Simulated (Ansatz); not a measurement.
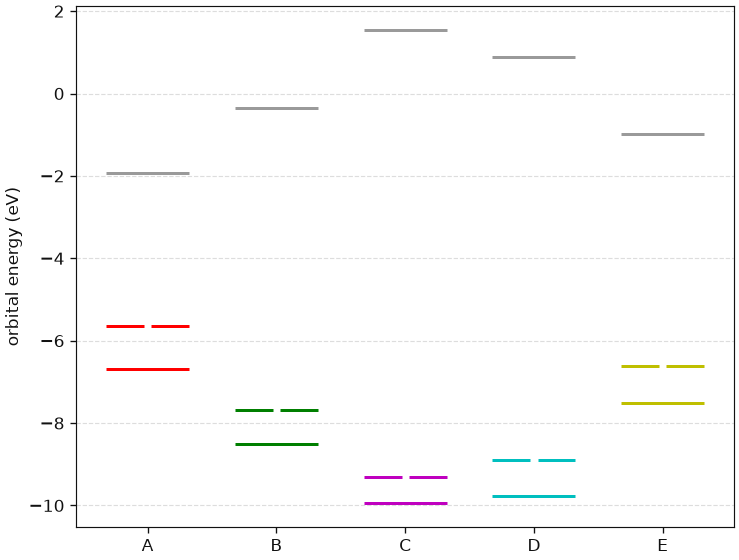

Frontier orbital energies of AuNH₃Br, SMILES [NH3+][Au-][Br], singlet at one geometry, def2-TZVPP, the Ansatz code, at a PBE0-D4/def2-TZVP geometry (a minimum by its frequencies). Empty levels are grey, levels within 0.1 eV stand side by side; all columns show the same few orbitals around the gap.

> The columns come from BHLYP, HF, LDA (SPW92), PBE0 and ωB97X-V. Which is which?

A: LDA (SPW92) (HOMO −5.63, LUMO −1.93, separation 3.71 eV)
B: BHLYP (HOMO −7.67, LUMO −0.35, separation 7.32 eV)
C: HF (HOMO −9.30, LUMO 1.55, separation 10.85 eV)
D: ωB97X-V (HOMO −8.90, LUMO 0.89, separation 9.78 eV)
E: PBE0 (HOMO −6.62, LUMO −0.98, separation 5.65 eV)

Caveats, for all or some of the runs: core potentials past krypton; empty levels above zero depend strongly on the basis; no scalar relativity up to krypton; spin-orbit coupling is left out, and with Br and Au it can shift these levels and split any degenerate set.
